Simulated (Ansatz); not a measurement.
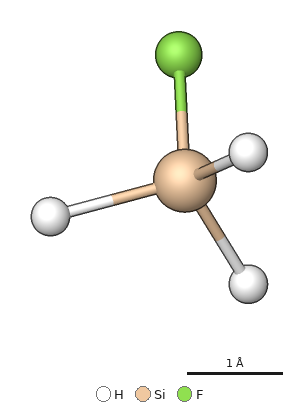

SiH3F, before the relaxation. Style: ball-and-stick. Shown from a free direction.

It is one of the separated reactants of a reaction.

Computed with RKS PBE0-D4/def2-TZVP (Ansatz 0.2.0).

Input file:
```yaml
crystal:
  periodic: [false, false, false]
  atoms:
    - {symbol: H, position_ang: [-0.588089, 0.277956, 1.559262]}
    - {symbol: Si, position_ang: [-0.875099, 0.892324, 0.245228]}
    - {symbol: F, position_ang: [-1.335577, -0.235771, -0.800600]}
    - {symbol: H, position_ang: [0.282027, 1.639541, -0.292592]}
    - {symbol: H, position_ang: [-2.035424, 1.812929, 0.376946]}
basis:
  gaussian: {orbitals: def2-TZVP}
hamiltonian: {xc: pbe0, dispersion: d4}
relax: {f_tol: 0.005, max_steps: 200}
```

Command:
```bash
ansatz run in.yaml --threads 4 --pin off --events-out ev --progress --plain --max-ram 9574MiB
```

Where does the relaxation end?

Answer. After 3 geometry steps the energy has fallen by 0.014 eV. The largest force component goes from 0.57 to 0.0011 eV/Å. The atom that moves furthest after the best rigid fit is F3 (0.029 Å). Largest moves by element: F 0.029 Å, Si 0.029 Å, H 0.026 Å. Near-neighbour distances that change, for instance: Si2–F3 1.606 → 1.600 Å, Si2–H5 1.487 → 1.482 Å. Among the angles between lasting bonds that change: F3–Si2–H5 105.6° → 108.3°. The run took 1.2 s on 4 threads of Intel Xeon 6975P-C (shared host).

The structure at the end:

```xyz
5

H    -0.5797    0.2699    1.5430
Si   -0.9002    0.9063    0.2438
F    -1.3080   -0.2423   -0.7925
H     0.2828    1.6195   -0.2926
H    -2.0471    1.8336    0.3866
```
